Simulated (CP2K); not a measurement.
# AM1 run of C3H8FN (SMILES CCNCF)

What is the vertical singlet–triplet gap of C3H8FN at AM1? 

The calculation is run with CP2K 2026.2.

## Step 1: The molecule

C3H8FN: 13 atoms, total charge 0, spin state singlet. As SMILES, `CCNCF`. The coordinates come from a PBE0-D4/def2-TZVP relaxation. This is one conformer, not always the lowest.

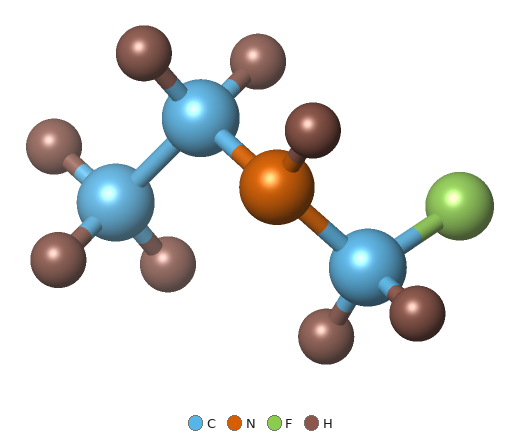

The structure, seen from a chosen angle (carbon blue, nitrogen orange, fluorine green, hydrogen brown).

## Step 2: Energy and forces at AM1

Input file mol.inp:

```
&GLOBAL
   PROJECT mol
   RUN_TYPE ENERGY_FORCE
   PRINT_LEVEL MEDIUM
&END GLOBAL

&FORCE_EVAL
   METHOD QS
   &DFT
      ! Quickstep
      &QS
         METHOD AM1
         EPS_DEFAULT 1.0E-10
         &SE
            &COULOMB
               CUTOFF [angstrom] 50
               RC_RANGE [angstrom] 0
            &END COULOMB
            &EXCHANGE
               CUTOFF [angstrom] 50
               RC_RANGE [angstrom] 0
            &END EXCHANGE
         &END SE
      &END QS
      ! cluster boundary conditions
      &POISSON
         PERIODIC NONE
         POISSON_SOLVER ANALYTIC
      &END POISSON
      ! SCF settings
      &SCF
         SCF_GUESS ATOMIC
         EPS_SCF 1.0E-07
         MAX_SCF 40
         &OT
            MINIMIZER DIIS
            PRECONDITIONER FULL_ALL
         &END OT
         &OUTER_SCF
            EPS_SCF 1.0E-07
            MAX_SCF 8
         &END OUTER_SCF
      &END SCF
      &PRINT
         &MOMENTS
            PERIODIC F
            REFERENCE COM
            MAX_MOMENT 1
         &END MOMENTS
         &MO_CUBES
            NLUMO 1
            NHOMO -1
            WRITE_CUBE F
         &END MO_CUBES
         &HIRSHFELD OFF
         &END HIRSHFELD
      &END PRINT
   &END DFT
   ! atoms, cell and kinds
   &SUBSYS
      &CELL
         ABC 19.7 19.6 20.1
         PERIODIC NONE
      &END CELL
      &COORD
         C     -1.049200     0.580200     1.025100
         C      0.297400     0.820600     0.372000
         N      0.952800    -0.420100    -0.023100
         C      0.361600    -1.165100    -1.048100
         F      0.291400    -0.475900    -2.278200
         H     -0.952900    -0.107400     1.868000
         H     -1.460300     1.523200     1.391300
         H     -1.775900     0.163700     0.324300
         H      0.959900     1.311500     1.089100
         H      0.179600     1.507500    -0.476900
         H      1.938800    -0.279700    -0.191700
         H     -0.668300    -1.425700    -0.798300
         H      0.945400    -2.067500    -1.238800
      &END COORD
      &TOPOLOGY
         &CENTER_COORDINATES
         &END CENTER_COORDINATES
      &END TOPOLOGY
   &END SUBSYS
   &PRINT
      &FORCES ON
      &END FORCES
   &END PRINT
&END FORCE_EVAL
```

Command:

```bash
$ OMP_NUM_THREADS=1 cp2k.psmp -i mol.inp -o mol.out
```

What it wrote:

```text
CP2K| version string:                                       CP2K version 2026.2
[...]
 GLOBAL| Method name                                                        CP2K
[...]
 GLOBAL| Run type                                                   ENERGY_FORCE
[...]
                             - Atoms:                                         13
[...]
                             - Spherical basis functions:                     28
[...]
 Number of electrons:                                                         32
[...]
     1 OT DIIS     0.15E+00    0.0     0.32513633       -36.7022895599 -3.67E+01
[...]
     7 OT DIIS     0.15E+00    0.0     0.00000008       -43.6132100823 -2.05E-12
  *** SCF run converged in     7 steps ***
  Core-core repulsion energy [eV]:                           2652.90313093180930
  Core Hamiltonian energy [eV]:                             -1905.64778647986736
  Two-electron integral energy [eV]:                        -3868.06229043480562
  Electronic energy [eV]:                                   -3839.67893169727040
  Total energy [eV]:                                        -1186.77580076546087
  Atomic reference energy [eV]:                              1184.34273985459004
  Heat of formation [kcal/mol]:                               -56.10772195846488
[...]
 SE_DIPOLE| Moment [Debye]         -0.16718764      -0.11918034      -0.83790938
 SE_DIPOLE| Derivative [a.u.]       0.00000000       0.00000000       0.00000000
 *** WARNING in qs_scf_post_se.F:140 :: Printing of MO cube files not ***
 *** implemented for Semi-Empirical method.                           ***
 ENERGY| Total FORCE_EVAL ( QS ) energy [hartree]            -43.613210082277362
 FORCES| Atomic forces [hartree/bohr]
 FORCES|   Atom     x               y               z               |f|
 FORCES|      1  5.77545930E-03  2.61064305E-03 -3.27680737E-03   7.13504406E-03
 FORCES|      2 -2.41361149E-03 -2.49614568E-02 -1.73699456E-03   2.51379592E-02
 FORCES|      3  2.72329425E-02  2.32319014E-02  3.55347859E-02   5.04388284E-02
 FORCES|      4 -1.12010372E-02  1.17489129E-02 -4.69560138E-02   4.96826672E-02
 FORCES|      5  1.02093756E-04 -3.12214604E-03 -9.67613339E-04   3.27024382E-03
 FORCES|      6  1.76111347E-03 -1.16000277E-02  1.45699025E-02   1.87067962E-02
 FORCES|      7 -4.36675913E-03  1.72758643E-02  6.19738334E-03   1.88661505E-02
 FORCES|      8 -1.06002344E-02 -7.69203978E-03 -1.33418029E-02   1.86958860E-02
 FORCES|      9  1.41337845E-02  1.01029952E-02  1.68432236E-02   2.41976974E-02
 FORCES|     10 -3.92783937E-03  1.11409711E-02 -1.72877601E-02   2.09383812E-02
 FORCES|     11 -6.13127092E-03  2.41734080E-03  2.57473190E-03   7.07568117E-03
 FORCES|     12 -2.50477291E-02 -7.62734156E-03  9.80722037E-03   2.79597325E-02
 FORCES|     13  1.46830881E-02 -2.35256169E-02 -1.96025555E-03   2.78009052E-02
[...]
```

Run time: 0.64 s. Hardware: 1 thread of Arm Neoverse V1, shared host.

## Step 3: The triplet

Input file molecule.inp:

```
&GLOBAL
  PROJECT molecule
  RUN_TYPE ENERGY_FORCE
  PRINT_LEVEL MEDIUM
&END GLOBAL

&FORCE_EVAL
  METHOD Quickstep
  &DFT
    CHARGE 0
    MULTIPLICITY 3
    LSD T
    # Quickstep
    &QS
      METHOD AM1
      EPS_DEFAULT 1.0E-10
      &SE
        &COULOMB
          CUTOFF [angstrom] 50
          RC_RANGE [angstrom] 0
        &END COULOMB
        &EXCHANGE
          CUTOFF [angstrom] 50
          RC_RANGE [angstrom] 0
        &END EXCHANGE
      &END SE
    &END QS
    # cluster boundary conditions
    &POISSON
      PERIODIC NONE
      POISSON_SOLVER ANALYTIC
    &END POISSON
    # SCF settings
    &SCF
      SCF_GUESS ATOMIC
      EPS_SCF 1.0E-07
      MAX_SCF 100
      ADDED_MOS 4
      &DIAGONALIZATION
        ALGORITHM STANDARD
      &END DIAGONALIZATION
      &MIXING
        METHOD DIRECT_P_MIXING
        ALPHA 0.4
      &END MIXING
    &END SCF
    &PRINT
      &MOMENTS
        PERIODIC F
        REFERENCE COM
        MAX_MOMENT 1
      &END MOMENTS
      &MO ON
        ENERGIES T
        OCCUPATION_NUMBERS T
        NDIGITS 6
        &EACH
          QS_SCF 0
        &END EACH
        ADD_LAST NUMERIC
      &END MO
      &HIRSHFELD OFF
      &END HIRSHFELD
    &END PRINT
  &END DFT
  &SUBSYS
    &CELL
      ABC [angstrom] 19.7 19.6 20.1
      PERIODIC NONE
    &END CELL
    &COORD
      C     -1.049200     0.580200     1.025100
      C      0.297400     0.820600     0.372000
      N      0.952800    -0.420100    -0.023100
      C      0.361600    -1.165100    -1.048100
      F      0.291400    -0.475900    -2.278200
      H     -0.952900    -0.107400     1.868000
      H     -1.460300     1.523200     1.391300
      H     -1.775900     0.163700     0.324300
      H      0.959900     1.311500     1.089100
      H      0.179600     1.507500    -0.476900
      H      1.938800    -0.279700    -0.191700
      H     -0.668300    -1.425700    -0.798300
      H      0.945400    -2.067500    -1.238800
    &END COORD
    &TOPOLOGY
      &CENTER_COORDINATES
      &END CENTER_COORDINATES
    &END TOPOLOGY
  &END SUBSYS
  &PRINT
    &FORCES ON
    &END FORCES
  &END PRINT
&END FORCE_EVAL
```

Command:

```bash
$ OMP_NUM_THREADS=1 cp2k.psmp -i molecule.inp -o molecule.out
```

What it wrote:

```text
CP2K| version string:                                       CP2K version 2026.2
[...]
 GLOBAL| Method name                                                        CP2K
[...]
 GLOBAL| Run type                                                   ENERGY_FORCE
[...]
                             - Atoms:                                         13
[...]
                             - Spherical basis functions:                     28
[...]
 Number of electrons:                                                         17
[...]
     1 P_Mix/Diag. 0.40E+00    0.0     0.43377585       -34.9777619394 -3.50E+01
[...]
    38 DIIS/Diag.  0.77E-07    0.0     0.00000010       -43.4695404533 -1.28E-13
  *** SCF run converged in    38 steps ***
  Core-core repulsion energy [eV]:                           2652.90313093180930
  Core Hamiltonian energy [eV]:                             -1887.75489257092227
  Two-electron integral energy [eV]:                        -3896.02917940622956
  Electronic energy [eV]:                                   -3835.76948227403636
  Total energy [eV]:                                        -1182.86635134222729
  Atomic reference energy [eV]:                              1184.34273985459004
  Heat of formation [kcal/mol]:                                34.04633060528717
[...]
 SE_DIPOLE| Moment [Debye]         -0.39923777       0.33878459      -1.43242155
 SE_DIPOLE| Derivative [a.u.]       0.00000000       0.00000000       0.00000000
 ENERGY| Total FORCE_EVAL ( QS ) energy [hartree]            -43.469540453277432
 FORCES| Atomic forces [hartree/bohr]
 FORCES|   Atom     x               y               z               |f|
 FORCES|      1  4.89219838E-03  9.48500049E-03 -3.74788081E-03   1.13112974E-02
 FORCES|      2 -1.80704408E-02 -2.08233484E-02  5.12957282E-02   5.82357656E-02
 FORCES|      3  3.53203317E-02  9.96175427E-02 -3.00198380E-02   1.09874343E-01
 FORCES|      4 -3.31628850E-02 -4.71325985E-02 -6.20879781E-02   8.47123120E-02
 FORCES|      5  4.03559340E-03 -1.23833216E-03  1.18998928E-02   1.26264377E-02
 FORCES|      6  1.78936147E-03 -1.09524793E-02  1.46835765E-02   1.84055980E-02
 FORCES|      7 -6.10123989E-03  1.67942088E-02  7.12836146E-03   1.92375704E-02
 FORCES|      8 -1.04275362E-02 -7.67896682E-03 -1.34897926E-02   1.86995868E-02
 FORCES|      9  1.10275937E-02  1.60052054E-02  1.71919436E-02   2.59487446E-02
 FORCES|     10  7.94624231E-04  1.95955319E-03 -2.11375554E-02   2.12430583E-02
 FORCES|     11  2.50343987E-02 -1.84691065E-02  2.88756733E-02   4.24456537E-02
 FORCES|     12 -2.58483217E-02 -1.03756164E-02  6.55776893E-03   2.86145677E-02
 FORCES|     13  1.07163221E-02 -2.71910626E-02 -7.14989994E-03   3.00884448E-02
[...]
```

Run time: 0.36 s. Hardware: 1 thread of Arm Neoverse V1, shared host.

## Step 4: Outcome

Level: AM1.

```
                                          quantity           value
                             singlet: total energy    -43.61321 Eh
                            singlet: dipole moment          0.86 D
singlet: heat of formation at this unrelaxed shape  -56.1 kcal/mol
                 singlet: largest force on an atom      2.594 eV/Å
                             triplet: total energy    -43.46954 Eh
                            triplet: dipole moment          1.53 D
       triplet: HOMO energy (highest over α and β)        -6.14 eV
        triplet: LUMO energy (lowest over α and β)        -0.99 eV
triplet: heat of formation at this unrelaxed shape   34.0 kcal/mol
                 triplet: largest force on an atom      5.650 eV/Å
  vertical energy of the triplet above the singlet        3.909 eV
```

**Reading.** At this shape the triplet lies 3.91 eV (377 kJ/mol) above the singlet. The largest force (singlet) is 2.59 eV/Å: the shape isn't a stationary point for this species at this level.
